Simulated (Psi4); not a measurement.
# WO3 (tungsten trioxide): CAM-B3LYP/def2-SVPD (core potential)

What is the energy change on altering one bond length of WO3 (tungsten trioxide) at CAM-B3LYP/def2-SVPD (core potential)? 

Program for the calculation: Psi4 1.11.

1 further run of the same task is left out (set aside as unsound or not needed).

**1. The system as given**

WO3 has 4 atoms, charge 0, and is taken as a singlet. As SMILES, `[O]=[W](=[O])=[O]`. The coordinates come from a PBE0-D4/def2-TZVP relaxation.

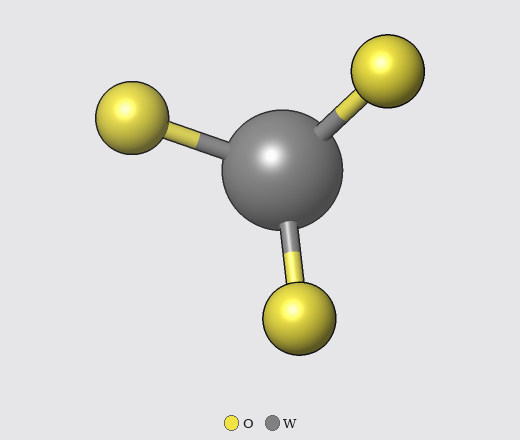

Viewed from a chosen angle; oxygen yellow, tungsten grey.

**2. A single-point energy at CAM-B3LYP/def2-SVPD (core potential)**

Contents of calc.py:

```python
import psi4

psi4.set_memory(1600000000)
psi4.set_num_threads(1)
psi4.core.set_output_file('o3w.out', False)

geom = psi4.geometry("""
0 1
O     -0.237500     0.265200     1.555000
W     -0.366400    -0.283700    -0.065200
O      1.071700    -1.143300    -0.433900
O     -0.412200     1.101500    -1.076300
units angstrom
symmetry c1
no_reorient
no_com
""")

psi4.set_options(dict(puream=True, e_convergence=1e-09, d_convergence=1e-08, scf_type='pk', dft_radial_points=99, dft_spherical_points=590))

e, wfn = psi4.energy('cam-b3lyp/def2-SVPD', molecule=geom, return_wfn=True)
psi4.oeprop(wfn, 'LOWDIN_CHARGES', 'MAYER_INDICES', 'QUADRUPOLE')
print(f'cam-b3lyp/def2-SVPD energy: {e:.10f} Eh')
```

Launch:

```
$ python calc.py
```

o3w.out:

```text
[...]
    !!!  WARNING: ECP capability is in beta. Please check occupations closely.  !!!
[...]
  Running in c1 symmetry.
[...]
  Nuclear repulsion =  140.368928856597250
[...]
  Multiplicity = 1
[...]
  Nalpha       = 19
  Nbeta        = 19
[...]
    Number of basis functions: 104
[...]
   @RKS iter   1:  -291.35385947126241   -2.87127e-01   1.59294e-02 DIIS/ADIIS
[...]
   @RKS iter  15:  -292.53785887882526   -1.05729e-11   6.99535e-09 DIIS
[...]
    Orbital Energies [Eh]
    ---------------------
    Doubly Occupied:
       1A    -19.241425     2A    -19.241421     3A    -19.241412
       4A     -3.177002     5A     -1.828615     6A     -1.828607
       7A     -1.823740     8A     -1.013456     9A     -0.991256
      10A     -0.991246    11A     -0.514392    12A     -0.514387
      13A     -0.490292    14A     -0.486648    15A     -0.486632
      16A     -0.423101    17A     -0.393923    18A     -0.393920
      19A     -0.385976
[...]
  @RKS Final Energy:  -292.53785887882526
   => Energetics <=
    Nuclear Repulsion Energy =            140.3689288565972504
    One-Electron Energy =                -702.4584015459579405
    Two-Electron Energy =                 293.7304506586539219
    DFT Exchange-Correlation Energy =     -24.1788368481184470
    Empirical Dispersion Energy =           0.0000000000000000
    VV10 Nonlocal Energy =                  0.0000000000000000
    Total Energy =                       -292.5378588788252614
[...]
 Multipole Moments:
 ------------------------------------------------------------------------------------
     Multipole            Electronic (a.u.)      Nuclear  (a.u.)        Total (a.u.)
 ------------------------------------------------------------------------------------
 L = 1.  Multiply by 2.5417464519 to convert [e a0] to [Debye]
 Dipole X            :          1.4469234           -3.3138237           -1.8669004
 Dipole Y            :          2.8095572           -4.1282957           -1.3187385
 Dipole Z            :          0.7526945           -1.0476642           -0.2949696
 Magnitude           :                                                    2.3046465
 L = 2.  Multiply by 1.3450342976 to convert [e a0^2] to [Debye ang]
 Quadrupole XX       :        -72.5093670           45.9893630          -26.5200039
 Quadrupole XY       :         49.7446561          -44.5780156            5.1666404
[...]
```

On the terminal:

```text
cam-b3lyp/def2-SVPD energy: -292.5378588788 Eh
```

Wall time 21 s (1 thread of Intel Xeon 6975P-C (Granite Rapids), shared host); peak memory 0.75 GiB.

**3. The distorted shape**

Contents of input.inp:

```
memory 1600 MB

molecule {
  0 1
  O     -0.668958     0.523097     1.665617
  W     -0.797858    -0.025803     0.045417
  O      1.071700    -1.143300    -0.433900
  O     -0.843658     1.359397    -0.965683
  symmetry c1
  no_reorient
  no_com
}

set basis def2-SVPD
set puream true
set e_convergence 1e-09
set d_convergence 1e-08
set scf_type pk
set dft_radial_points 99
set dft_spherical_points 590

energy_value, wavefunction = energy("cam-b3lyp", return_wfn=True)
oeprop(wavefunction, "QUADRUPOLE", "MAYER_INDICES", "WIBERG_LOWDIN_INDICES", title="CAM-B3LYP")
print_variables()
```

Launch:

```
$ psi4 -i input.inp -o input.out -n 1
```

input.out:

```text
[...]
    !!!  WARNING: ECP capability is in beta. Please check occupations closely.  !!!
[...]
  Running in c1 symmetry.
[...]
  Nuclear repulsion =  129.105406971355535
[...]
  Multiplicity = 1
[...]
  Nalpha       = 19
  Nbeta        = 19
[...]
    Number of basis functions: 104
[...]
   @RKS iter   1:  -290.86049363467708   -1.01238e-01   1.71300e-02 DIIS/ADIIS
[...]
   @RKS iter  23:  -292.42378862796897   -1.69962e-11   5.83778e-09 DIIS
[...]
    Orbital Energies [Eh]
    ---------------------
    Doubly Occupied:
       1A    -19.284985     2A    -19.284968     3A    -19.234995
       4A     -3.209617     5A     -1.862882     6A     -1.856525
       7A     -1.834091     8A     -1.041796     9A     -1.026791
      10A     -0.927868    11A     -0.538978    12A     -0.525579
      13A     -0.504302    14A     -0.486320    15A     -0.483647
      16A     -0.425836    17A     -0.395308    18A     -0.348133
      19A     -0.347792
[...]
  @RKS Final Energy:  -292.42378862796897
   => Energetics <=
    Nuclear Repulsion Energy =            129.1054069713555350
    One-Electron Energy =                -679.5156389852877510
    Two-Electron Energy =                 281.9836363968121304
    DFT Exchange-Correlation Energy =     -23.9971930108488500
    Empirical Dispersion Energy =           0.0000000000000000
    VV10 Nonlocal Energy =                  0.0000000000000000
    Total Energy =                       -292.4237886279689747
[...]
 Multipole Moments:
 ------------------------------------------------------------------------------------
     Multipole            Electronic (a.u.)      Nuclear  (a.u.)        Total (a.u.)
 ------------------------------------------------------------------------------------
 L = 1.  Multiply by 2.5417464519 to convert [e a0] to [Debye]
 Dipole X            :         25.3983294          -27.7739474           -2.3756180
 Dipole Y            :        -11.1728684           10.4923453           -0.6805232
 Dipole Z            :         -5.2817726            5.2234109           -0.0583618
 Magnitude           :                                                    2.4718574
 L = 2.  Multiply by 1.3450342976 to convert [e a0^2] to [Debye ang]
 Quadrupole XX       :       -123.6469713           97.7561840          -25.8907872
 Quadrupole XY       :         82.6479588          -76.7362755            5.9116833
[...]
```

It took 28 s on 1 thread of Intel Xeon 6975P-C (Granite Rapids), shared host; peak memory 0.75 GiB.

**4. Outcome**

At CAM-B3LYP/def2-SVPD (core potential):

| quantity | value |
| --- | --- |
| first shape: total energy | -292.53786 Eh |
| first shape: dipole moment | 5.86 D |
| first shape: HOMO energy | -10.50 eV |
| first shape: LUMO energy | -4.11 eV |
| first shape: HOMO–LUMO gap | 6.39 eV |
| distorted shape: total energy | -292.42379 Eh |
| distorted shape: dipole moment | 6.28 D |
| distorted shape: HOMO energy | -9.46 eV |
| distorted shape: LUMO energy | -4.66 eV |
| distorted shape: HOMO–LUMO gap | 4.80 eV |
| energy change with the W2–O3 bond stretched from 1.716 to 2.230 Å | 3.104 eV |

What this shows: With the W2–O3 bond stretched from 1.716 to 2.230 Å the energy rises by 3.10 eV (299 kJ/mol). The first shape isn't relaxed at this level, so the change isn't measured from a minimum.
